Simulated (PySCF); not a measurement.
**CH₇NSSi₂: NMR shifts at several levels of theory**

How much do the NMR shifts of CH₇NSSi₂ (`C=N[SiH2]S[SiH3]`) depend on the level of theory, and what does each level cost?

Programs: PySCF 2.14.0, with density-fitted response routines of our own. Each step states its level of theory. These are calculated values for one molecule in the gas phase, unless marked as measured. Atoms count from 0, in the outputs and in this text.

**1. Starting geometry**

12 atoms, charge 0, multiplicity 1; geometry from: PBE0-D3(BJ)/def2-SVP.

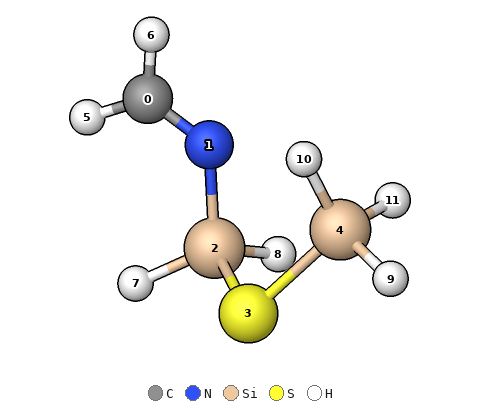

The starting geometry (carbon grey, nitrogen blue, silicon light orange, sulfur yellow, hydrogen white), atoms numbered.

**2. Shielding tensors: PBE0/pcSseg-2**

Job settings and geometry (Å):

```
{"job": {"kind": "nmr", "xc": "PBE0", "basis": "pcSseg-2", "pop": false}, "charge": 0, "multiplicity": 1}
C     -1.556420     0.607896     0.704212
N     -0.694893     0.237790    -0.139581
Si    -0.772704    -1.168583    -1.181544
S      0.922524    -2.376011    -0.691966
Si     2.378836    -0.787877    -0.528023
H     -2.524314     0.091913     0.882207
H     -1.378089     1.501021     1.331468
H     -1.988583    -2.020356    -0.987875
H     -0.705193    -0.665003    -2.581748
H      3.699447    -1.469608    -0.659191
H      2.313220    -0.101332     0.792076
H      2.209694     0.199217    -1.633271
```

Method: GIAO PBE0/pcSseg-2 NMR shielding, non-relativistic, gas phase.

The run is started by

```
$ OMP_NUM_THREADS=1 python probes_run.py task.json out
```

The driver reads the jobs from task.json and runs them one after another.

Output:

```text
coarse grid: 11360 points
cycle   1  E = -1073.8127542517  dE =  1.854e-01  |g| = 4.228e-01  |ddm| = 2.593e+00
cycle   2  E = -1073.7479687423  dE =  6.479e-02  |g| = 6.833e-01  |ddm| = 8.914e-01
cycle   3  E = -1073.8515602822  dE = -1.036e-01  |g| = 1.101e-01  |ddm| = 5.689e-01
cycle   4  E = -1073.8538950512  dE = -2.335e-03  |g| = 4.274e-02  |ddm| = 1.168e-01
cycle   5  E = -1073.8543291672  dE = -4.341e-04  |g| = 4.837e-03  |ddm| = 4.627e-02
cycle   6  E = -1073.8543331378  dE = -3.971e-06  |g| = 1.654e-03  |ddm| = 7.591e-03
final grid: 95408 points
cycle   7  E = -1073.8693591178  dE = -4.776e-05  |g| = 5.321e-03  |ddm| = 2.352e-02
cycle   8  E = -1073.8693549145  dE =  4.203e-06  |g| = 6.578e-03  |ddm| = 9.421e-03
cycle   9  E = -1073.8693645944  dE = -9.680e-06  |g| = 1.352e-03  |ddm| = 6.123e-03
cycle  10  E = -1073.8693649475  dE = -3.531e-07  |g| = 4.491e-04  |ddm| = 1.063e-03
cycle  11  E = -1073.8693649947  dE = -4.723e-08  |g| = 6.223e-05  |ddm| = 3.243e-04
cycle  12  E = -1073.8693649957  dE = -9.595e-10  |g| = 1.372e-05  |ddm| = 8.019e-05
converged SCF energy = -1073.8693649957

GIAO shielding tensors (ppm)
atom      isotropic    diamagn.    paramagn.     s11        s22        s33       span
  0 C        5.347     250.407    -245.060    -90.951    -15.572    122.563    213.514
  1 N     -160.414     330.183    -490.597   -540.318   -205.712    264.788    805.106
  2 Si     356.421     878.076    -521.655    319.141    346.526    403.597     84.457
  3 S      790.515    1058.574    -268.059    708.627    814.391    848.527    139.900
  4 Si     394.878     877.982    -483.103    356.323    387.591    440.721     84.397
  5 H       22.572      29.160      -6.589     20.484     21.692     25.539      5.056
  6 H       22.679      30.771      -8.092     21.557     22.367     24.113      2.556
  7 H       25.859      28.570      -2.711     22.592     23.799     31.187      8.594
  8 H       25.677      28.884      -3.208     22.738     23.773     30.518      7.779
  9 H       26.522      27.453      -0.931     23.006     24.382     32.179      9.173
 10 H       26.610      29.653      -3.043     22.854     24.736     32.239      9.385
 11 H       26.273      28.970      -2.697     23.096     24.425     31.297      8.200
```

Run time: 43 s. Hardware: 1 thread of Arm Neoverse V1, shared host; peak memory 1.2 GiB.

The references, computed at this level on geometries of the same kind, shield at (ppm): 1H TMS 31.25, 13C TMS 184.1, 29Si TMS 341.3, 15N NH3 261.7, 33S CS2 503. Their shielding less the atom's gives the shift. The references are single molecules in the gas phase, so shifts against H2O, NH3, PH3, H3PO4 or CFCl3 are not on the usual liquid scales and can be off by tens of ppm. Atoms listed in one row are averaged.

| atoms | environment | σ (ppm) | δ (ppm) |
| --- | --- | --- | --- |
| C0 | C=N carbon | 5.3 | 178.8 |
| H5 | hydrogen on a C=N carbon | 22.57 | 8.67 |
| H6 | hydrogen on a C=N carbon | 22.68 | 8.57 |
| H7, H8 | hydrogen on a silicon bonded to N, S | 25.77 | 5.48 |
| H9, H10, H11 | hydrogen on a silicon bonded to S | 26.47 | 4.78 |
| N1 | imine nitrogen | -160.4 | 422.1 |
| Si2 | silicon bonded to N, S, 2 H | 356.4 | -15.1 |
| Si4 | silicon bonded to S, 3 H | 394.9 | -53.6 |
| S3 | sulfur bonded to 2 Si | 791 | -288 |

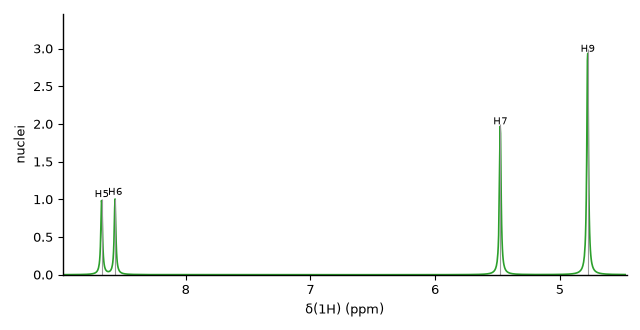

1H lines at the computed shifts, without couplings. Lines are broadened to a width of 0.02 ppm (Lorentzian).

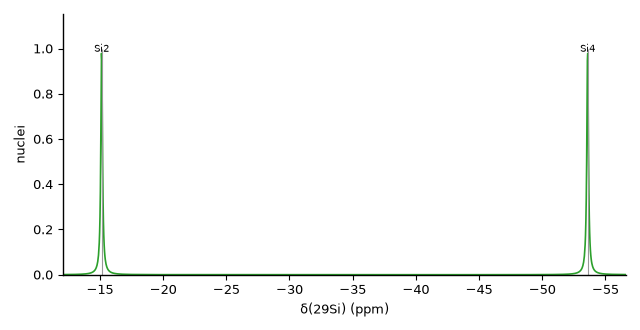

29Si lines at the computed shifts, without couplings. Lines are broadened to a width of 0.15 ppm (Lorentzian).

**3. NMR shieldings: mPW1PW91/pcSseg-2**

Same as in step 2 but for these lines:

```diff
@@ -1,2 +1,2 @@
-{"job": {"kind": "nmr", "xc": "PBE0", "basis": "pcSseg-2", "pop": false}, "charge": 0, "multiplicity": 1}
+{"job": {"kind": "nmr", "xc": "mPW1PW91", "basis": "pcSseg-2", "pop": false}, "charge": 0, "multiplicity": 1}
 C     -1.556420     0.607896     0.704212
```

Level: GIAO mPW1PW91/pcSseg-2 NMR shielding, non-relativistic, gas phase.

Output:

```text
coarse grid: 11360 points
cycle   1  E = -1074.3301374100  dE =  1.847e-01  |g| = 4.307e-01  |ddm| = 2.587e+00
cycle   2  E = -1074.2616566564  dE =  6.848e-02  |g| = 7.012e-01  |ddm| = 9.172e-01
cycle   3  E = -1074.3710503664  dE = -1.094e-01  |g| = 1.098e-01  |ddm| = 5.879e-01
cycle   4  E = -1074.3734107321  dE = -2.360e-03  |g| = 4.293e-02  |ddm| = 1.193e-01
cycle   5  E = -1074.3738478168  dE = -4.371e-04  |g| = 4.826e-03  |ddm| = 4.624e-02
cycle   6  E = -1074.3738516251  dE = -3.808e-06  |g| = 1.695e-03  |ddm| = 7.486e-03
final grid: 95408 points
cycle   7  E = -1074.3872409819  dE = -3.945e-05  |g| = 3.638e-03  |ddm| = 2.292e-02
cycle   8  E = -1074.3872394596  dE =  1.522e-06  |g| = 4.304e-03  |ddm| = 6.285e-03
cycle   9  E = -1074.3872435283  dE = -4.069e-06  |g| = 8.861e-04  |ddm| = 3.925e-03
cycle  10  E = -1074.3872436670  dE = -1.387e-07  |g| = 3.880e-04  |ddm| = 7.946e-04
cycle  11  E = -1074.3872437015  dE = -3.453e-08  |g| = 5.470e-05  |ddm| = 2.612e-04
cycle  12  E = -1074.3872437023  dE = -7.449e-10  |g| = 1.231e-05  |ddm| = 6.643e-05
converged SCF energy = -1074.3872437023

GIAO shielding tensors (ppm)
atom      isotropic    diamagn.    paramagn.     s11        s22        s33       span
  0 C        4.986     250.621    -245.635    -91.974    -15.187    122.118    214.092
  1 N     -160.480     330.229    -490.709   -539.418   -206.464    264.441    803.859
  2 Si     355.508     878.230    -522.722    318.452    345.618    402.454     84.002
  3 S      788.042    1058.819    -270.776    706.006    811.616    846.504    140.497
  4 Si     393.087     878.113    -485.026    354.609    385.914    438.739     84.129
  5 H       22.651      29.159      -6.508     20.545     21.760     25.648      5.103
  6 H       22.753      30.779      -8.026     21.641     22.429     24.190      2.549
  7 H       25.938      28.643      -2.705     22.683     23.871     31.258      8.574
  8 H       25.760      28.965      -3.204     22.825     23.858     30.598      7.772
  9 H       26.603      27.496      -0.892     23.097     24.468     32.245      9.148
 10 H       26.686      29.766      -3.080     22.947     24.820     32.291      9.345
 11 H       26.349      29.080      -2.731     23.175     24.512     31.359      8.184
```

Wall time 43 s (1 thread of Arm Neoverse V1, shared host); peak memory 1.2 GiB.

This run: δ C0 178.5, N1 421.0, Si2 -15.5, Si4 -53.1, H5 8.64, H6 8.54 ppm.

**4. NMR shieldings: WP04/pcSseg-2**

Same as in step 3 but for these lines:

```diff
@@ -1,2 +1,2 @@
-{"job": {"kind": "nmr", "xc": "mPW1PW91", "basis": "pcSseg-2", "pop": false}, "charge": 0, "multiplicity": 1}
+{"job": {"kind": "nmr", "xc": "WP04", "basis": "pcSseg-2", "pop": false}, "charge": 0, "multiplicity": 1}
 C     -1.556420     0.607896     0.704212
```

Level: GIAO WP04/pcSseg-2 NMR shielding, non-relativistic, gas phase.

Output:

```text
coarse grid: 11360 points
cycle   1  E = -1086.9499508402  dE =  1.611e-01  |g| = 7.102e-01  |ddm| = 2.572e+00
cycle   2  E = -1086.6702329141  dE =  2.797e-01  |g| = 1.262e+00  |ddm| = 1.653e+00
cycle   3  E = -1087.0424100012  dE = -3.722e-01  |g| = 2.652e-01  |ddm| = 1.248e+00
cycle   4  E = -1087.0572208507  dE = -1.481e-02  |g| = 7.438e-02  |ddm| = 2.174e-01
cycle   5  E = -1087.0585772082  dE = -1.356e-03  |g| = 1.443e-02  |ddm| = 8.402e-02
cycle   6  E = -1087.0586216386  dE = -4.443e-05  |g| = 4.667e-03  |ddm| = 2.079e-02
cycle   7  E = -1087.0586277809  dE = -6.142e-06  |g| = 8.947e-04  |ddm| = 5.709e-03
final grid: 95408 points
cycle   8  E = -1087.0779283362  dE = -5.397e-05  |g| = 6.051e-03  |ddm| = 2.907e-02
cycle   9  E = -1087.0779205647  dE =  7.771e-06  |g| = 8.038e-03  |ddm| = 1.162e-02
cycle  10  E = -1087.0779362844  dE = -1.572e-05  |g| = 1.649e-03  |ddm| = 7.651e-03
cycle  11  E = -1087.0779367859  dE = -5.015e-07  |g| = 6.527e-04  |ddm| = 1.219e-03
cycle  12  E = -1087.0779368811  dE = -9.525e-08  |g| = 1.280e-04  |ddm| = 4.594e-04
cycle  13  E = -1087.0779368853  dE = -4.156e-09  |g| = 4.092e-05  |ddm| = 1.662e-04
cycle  14  E = -1087.0779368857  dE = -3.863e-10  |g| = 5.095e-06  |ddm| = 4.010e-05
converged SCF energy = -1087.0779368857

GIAO shielding tensors (ppm)
atom      isotropic    diamagn.    paramagn.     s11        s22        s33       span
  0 C       -2.431     251.189    -253.620   -104.251    -14.823    111.781    216.032
  1 N     -159.706     330.817    -490.523   -521.862   -210.378    253.122    774.985
  2 Si     347.962     880.622    -532.660    313.479    338.001    392.406     78.928
  3 S      744.989    1062.870    -317.881    664.307    754.865    815.794    151.487
  4 Si     374.840     880.246    -505.406    337.703    368.187    418.629     80.926
  5 H       23.358      29.757      -6.398     21.138     22.428     26.507      5.369
  6 H       23.464      31.319      -7.855     22.390     23.039     24.962      2.573
  7 H       26.879      29.423      -2.544     23.732     24.808     32.097      8.365
  8 H       26.723      29.857      -3.134     23.826     24.857     31.487      7.661
  9 H       27.547      27.845      -0.298     24.179     25.465     32.995      8.816
 10 H       27.558      31.060      -3.502     24.008     25.777     32.888      8.880
 11 H       27.268      30.297      -3.029     24.212     25.515     32.078      7.866
```

Wall time 45 s (1 thread of Arm Neoverse V1, shared host); peak memory 1.2 GiB.

In short: δ C0 174.5, N1 404.4, Si2 -20.0, Si4 -46.8, H5 8.25, H6 8.15 ppm.

**5. Nuclear shieldings: B97-2/pcSseg-2**

Same as in step 4 but for these lines:

```diff
@@ -1,2 +1,2 @@
-{"job": {"kind": "nmr", "xc": "WP04", "basis": "pcSseg-2", "pop": false}, "charge": 0, "multiplicity": 1}
+{"job": {"kind": "nmr", "xc": "B97-2", "basis": "pcSseg-2", "pop": false}, "charge": 0, "multiplicity": 1}
 C     -1.556420     0.607896     0.704212
```

Method: GIAO B97-2/pcSseg-2 NMR shielding, non-relativistic, gas phase.

Output:

```text
coarse grid: 11360 points
cycle   1  E = -1074.3298297411  dE =  1.766e-01  |g| = 4.326e-01  |ddm| = 2.596e+00
cycle   2  E = -1074.2492924078  dE =  8.054e-02  |g| = 7.353e-01  |ddm| = 9.723e-01
cycle   3  E = -1074.3721467625  dE = -1.229e-01  |g| = 1.151e-01  |ddm| = 6.313e-01
cycle   4  E = -1074.3748917246  dE = -2.745e-03  |g| = 4.302e-02  |ddm| = 1.267e-01
cycle   5  E = -1074.3753402756  dE = -4.486e-04  |g| = 4.883e-03  |ddm| = 4.697e-02
cycle   6  E = -1074.3753445419  dE = -4.266e-06  |g| = 1.899e-03  |ddm| = 8.053e-03
final grid: 95408 points
cycle   7  E = -1074.3873449049  dE = -6.252e-05  |g| = 5.091e-03  |ddm| = 3.023e-02
cycle   8  E = -1074.3873446527  dE =  2.522e-07  |g| = 3.190e-03  |ddm| = 6.108e-03
cycle   9  E = -1074.3873459755  dE = -1.323e-06  |g| = 1.936e-03  |ddm| = 4.951e-03
cycle  10  E = -1074.3873468479  dE = -8.724e-07  |g| = 4.384e-04  |ddm| = 1.594e-03
cycle  11  E = -1074.3873468910  dE = -4.306e-08  |g| = 8.598e-05  |ddm| = 4.111e-04
cycle  12  E = -1074.3873468924  dE = -1.431e-09  |g| = 1.810e-05  |ddm| = 7.760e-05
cycle  13  E = -1074.3873468925  dE = -6.980e-11  |g| = 2.790e-06  |ddm| = 2.006e-05
converged SCF energy = -1074.3873468925

GIAO shielding tensors (ppm)
atom      isotropic    diamagn.    paramagn.     s11        s22        s33       span
  0 C        9.023     251.085    -242.062    -86.072     -8.794    121.936    208.007
  1 N     -148.733     330.530    -479.263   -514.120   -195.609    263.529    777.649
  2 Si     364.028     878.327    -514.299    328.005    354.228    409.850     81.846
  3 S      788.589    1059.211    -270.622    708.531    809.907    847.330    138.799
  4 Si     399.759     878.202    -478.443    362.292    392.592    444.393     82.100
  5 H       22.737      29.227      -6.490     20.626     21.827     25.756      5.130
  6 H       22.867      30.901      -8.034     21.741     22.572     24.290      2.549
  7 H       26.067      28.765      -2.698     22.819     24.012     31.371      8.552
  8 H       25.896      29.104      -3.208     22.967     23.999     30.722      7.755
  9 H       26.726      27.566      -0.840     23.237     24.600     32.341      9.104
 10 H       26.798      29.965      -3.166     23.086     24.945     32.364      9.278
 11 H       26.477      29.263      -2.786     23.332     24.643     31.455      8.123
```

It took 46 s on 1 thread of Arm Neoverse V1, shared host; peak memory 1.2 GiB.

Key values: δ C0 174.4, N1 408.3, Si2 -16.4, Si4 -52.2, H5 8.62, H6 8.49 ppm.

**6. NMR shieldings: BHandHLYP/pcSseg-2**

Same as in step 5 but for these lines:

```diff
@@ -1,2 +1,2 @@
-{"job": {"kind": "nmr", "xc": "B97-2", "basis": "pcSseg-2", "pop": false}, "charge": 0, "multiplicity": 1}
+{"job": {"kind": "nmr", "xc": "BHandHLYP", "basis": "pcSseg-2", "pop": false}, "charge": 0, "multiplicity": 1}
 C     -1.556420     0.607896     0.704212
```

Method: GIAO BHandHLYP/pcSseg-2 NMR shielding, non-relativistic, gas phase.

Output:

```text
coarse grid: 11360 points
cycle   1  E = -1074.2476228999  dE =  1.997e-01  |g| = 4.355e-01  |ddm| = 2.546e+00
cycle   2  E = -1074.2455085324  dE =  2.114e-03  |g| = 4.958e-01  |ddm| = 6.849e-01
cycle   3  E = -1074.2971223316  dE = -5.161e-02  |g| = 7.780e-02  |ddm| = 3.667e-01
cycle   4  E = -1074.2983200183  dE = -1.198e-03  |g| = 3.809e-02  |ddm| = 9.259e-02
cycle   5  E = -1074.2986678315  dE = -3.478e-04  |g| = 4.481e-03  |ddm| = 4.069e-02
cycle   6  E = -1074.2986733748  dE = -5.543e-06  |g| = 1.241e-03  |ddm| = 5.862e-03
final grid: 95408 points
cycle   7  E = -1074.3089244310  dE = -1.297e-05  |g| = 1.692e-03  |ddm| = 1.219e-02
cycle   8  E = -1074.3089247376  dE = -3.066e-07  |g| = 1.116e-03  |ddm| = 2.386e-03
cycle   9  E = -1074.3089250075  dE = -2.699e-07  |g| = 1.991e-04  |ddm| = 9.591e-04
cycle  10  E = -1074.3089250149  dE = -7.365e-09  |g| = 9.676e-05  |ddm| = 2.278e-04
cycle  11  E = -1074.3089250169  dE = -1.958e-09  |g| = 4.061e-05  |ddm| = 7.258e-05
cycle  12  E = -1074.3089250172  dE = -3.731e-10  |g| = 6.311e-06  |ddm| = 3.248e-05
converged SCF energy = -1074.3089250172

GIAO shielding tensors (ppm)
atom      isotropic    diamagn.    paramagn.     s11        s22        s33       span
  0 C        7.276     248.925    -241.649    -98.088     -5.565    125.482    223.570
  1 N     -165.227     330.815    -496.042   -552.979   -214.436    271.734    824.713
  2 Si     363.516     876.809    -513.294    328.721    353.927    407.899     79.178
  3 S      791.521    1058.843    -267.323    708.249    812.508    853.805    145.555
  4 Si     398.030     876.545    -478.515    362.868    391.592    439.629     76.761
  5 H       23.030      29.487      -6.457     20.710     22.027     26.351      5.641
  6 H       23.068      30.963      -7.895     21.806     22.589     24.811      3.005
  7 H       26.350      28.750      -2.400     23.090     24.247     31.714      8.624
  8 H       26.164      29.008      -2.844     23.165     24.303     31.024      7.859
  9 H       26.941      27.593      -0.652     23.391     24.801     32.633      9.242
 10 H       27.018      29.767      -2.749     23.299     25.200     32.554      9.255
 11 H       26.703      29.125      -2.422     23.504     24.913     31.694      8.190
```

Wall time 45 s (1 thread of Arm Neoverse V1, shared host); peak memory 1.2 GiB.

Key values: δ C0 177.0, N1 425.0, Si2 -17.8, Si4 -52.3, H5 8.42, H6 8.38 ppm.

**7. Nuclear shieldings: CAM-B3LYP/pcSseg-2**

Same as in step 6 but for these lines:

```diff
@@ -1,2 +1,2 @@
-{"job": {"kind": "nmr", "xc": "BHandHLYP", "basis": "pcSseg-2", "pop": false}, "charge": 0, "multiplicity": 1}
+{"job": {"kind": "nmr", "xc": "CAM-B3LYP", "basis": "pcSseg-2", "pop": false}, "charge": 0, "multiplicity": 1}
 C     -1.556420     0.607896     0.704212
```

Method: GIAO CAM-B3LYP/pcSseg-2 NMR shielding, non-relativistic, gas phase.

Output:

```text
coarse grid: 11360 points
cycle   1  E = -1074.2750000745  dE =  1.825e-01  |g| = 4.767e-01  |ddm| = 2.549e+00
cycle   2  E = -1074.2568368211  dE =  1.816e-02  |g| = 6.041e-01  |ddm| = 7.756e-01
cycle   3  E = -1074.3307112596  dE = -7.387e-02  |g| = 8.550e-02  |ddm| = 4.146e-01
cycle   4  E = -1074.3321724601  dE = -1.461e-03  |g| = 3.894e-02  |ddm| = 9.831e-02
cycle   5  E = -1074.3325049499  dE = -3.325e-04  |g| = 4.922e-03  |ddm| = 3.762e-02
cycle   6  E = -1074.3325111295  dE = -6.180e-06  |g| = 1.300e-03  |ddm| = 7.160e-03
final grid: 95408 points
cycle   7  E = -1074.3476148015  dE = -2.086e-05  |g| = 2.374e-03  |ddm| = 1.353e-02
cycle   8  E = -1074.3476151141  dE = -3.125e-07  |g| = 1.872e-03  |ddm| = 3.172e-03
cycle   9  E = -1074.3476158094  dE = -6.953e-07  |g| = 4.640e-04  |ddm| = 1.524e-03
cycle  10  E = -1074.3476158453  dE = -3.587e-08  |g| = 1.716e-04  |ddm| = 3.522e-04
cycle  11  E = -1074.3476158515  dE = -6.222e-09  |g| = 4.324e-05  |ddm| = 1.174e-04
cycle  12  E = -1074.3476158519  dE = -4.129e-10  |g| = 6.264e-06  |ddm| = 3.939e-05
converged SCF energy = -1074.3476158519

GIAO shielding tensors (ppm)
atom      isotropic    diamagn.    paramagn.     s11        s22        s33       span
  0 C        2.062     248.297    -246.235    -97.738    -18.548    122.472    220.210
  1 N     -170.432     329.841    -500.273   -562.636   -216.407    267.747    830.383
  2 Si     345.761     877.473    -531.713    307.433    334.641    395.208     87.774
  3 S      779.702    1058.831    -279.129    693.773    802.738    842.596    148.823
  4 Si     383.983     877.303    -493.320    346.117    375.959    429.873     83.756
  5 H       22.766      29.490      -6.724     20.734     21.905     25.659      4.925
  6 H       22.855      30.851      -7.996     21.652     22.541     24.372      2.720
  7 H       26.115      28.624      -2.509     22.896     24.061     31.388      8.492
  8 H       25.902      28.861      -2.958     22.982     24.062     30.664      7.682
  9 H       26.712      27.492      -0.780     23.206     24.608     32.323      9.116
 10 H       26.799      29.507      -2.708     23.096     24.982     32.320      9.224
 11 H       26.467      28.885      -2.417     23.310     24.677     31.416      8.106
```

Run time: 63 s. Hardware: 1 thread of Arm Neoverse V1, shared host; peak memory 1.5 GiB.

In short: δ C0 180.5, N1 432.3, Si2 -16.8, Si4 -55.0, H5 8.57, H6 8.48 ppm.

**8. Shielding tensors: wB97X-D/pcSseg-2**

Same as in step 7 but for these lines:

```diff
@@ -1,2 +1,2 @@
-{"job": {"kind": "nmr", "xc": "CAM-B3LYP", "basis": "pcSseg-2", "pop": false}, "charge": 0, "multiplicity": 1}
+{"job": {"kind": "nmr", "xc": "wB97X-D", "basis": "pcSseg-2", "pop": false}, "charge": 0, "multiplicity": 1}
 C     -1.556420     0.607896     0.704212
```

Method: GIAO wB97X-D/pcSseg-2 NMR shielding, non-relativistic, gas phase.

Output:

```text
coarse grid: 11360 points
cycle   1  E = -1074.2467174364  dE =  1.742e-01  |g| = 4.812e-01  |ddm| = 2.558e+00
cycle   2  E = -1074.2467733736  dE = -5.594e-05  |g| = 5.465e-01  |ddm| = 7.100e-01
cycle   3  E = -1074.3064973826  dE = -5.972e-02  |g| = 7.264e-02  |ddm| = 3.469e-01
cycle   4  E = -1074.3076401741  dE = -1.143e-03  |g| = 3.695e-02  |ddm| = 8.640e-02
cycle   5  E = -1074.3079488561  dE = -3.087e-04  |g| = 5.096e-03  |ddm| = 3.659e-02
cycle   6  E = -1074.3079582205  dE = -9.364e-06  |g| = 1.317e-03  |ddm| = 9.056e-03
final grid: 95408 points
cycle   7  E = -1074.3291176147  dE = -1.349e-04  |g| = 6.592e-03  |ddm| = 3.544e-02
cycle   8  E = -1074.3291170749  dE =  5.398e-07  |g| = 6.701e-03  |ddm| = 8.109e-03
cycle   9  E = -1074.3291254645  dE = -8.390e-06  |g| = 1.262e-03  |ddm| = 4.223e-03
cycle  10  E = -1074.3291257708  dE = -3.063e-07  |g| = 3.498e-04  |ddm| = 9.484e-04
cycle  11  E = -1074.3291258075  dE = -3.666e-08  |g| = 9.421e-05  |ddm| = 3.968e-04
cycle  12  E = -1074.3291258106  dE = -3.076e-09  |g| = 2.036e-05  |ddm| = 1.401e-04
cycle  13  E = -1074.3291258109  dE = -3.320e-10  |g| = 5.826e-06  |ddm| = 6.994e-05
converged SCF energy = -1074.3291258109

GIAO shielding tensors (ppm)
atom      isotropic    diamagn.    paramagn.     s11        s22        s33       span
  0 C        4.243     250.589    -246.346    -94.664    -16.607    124.000    218.664
  1 N     -161.561     330.746    -492.307   -544.728   -208.129    268.176    812.904
  2 Si     356.633     877.931    -521.299    319.284    346.549    404.065     84.780
  3 S      793.433    1058.978    -265.545    709.923    817.322    853.053    143.129
  4 Si     394.108     877.778    -483.670    357.242    386.840    438.242     81.001
  5 H       22.772      29.329      -6.557     20.637     21.900     25.780      5.142
  6 H       22.846      30.763      -7.917     21.738     22.464     24.337      2.599
  7 H       26.076      28.694      -2.618     22.844     23.999     31.385      8.540
  8 H       25.904      28.962      -3.057     22.969     24.030     30.714      7.745
  9 H       26.699      27.473      -0.774     23.174     24.572     32.352      9.178
 10 H       26.800      29.772      -2.972     23.073     24.959     32.368      9.296
 11 H       26.458      29.102      -2.645     23.262     24.666     31.445      8.182
```

Run time: 61 s. Hardware: 1 thread of Arm Neoverse V1, shared host; peak memory 1.3 GiB.

Key values: δ C0 180.2, N1 421.6, Si2 -15.9, Si4 -53.4, H5 8.58, H6 8.51 ppm.

(Part 1 of 2 ends here.)
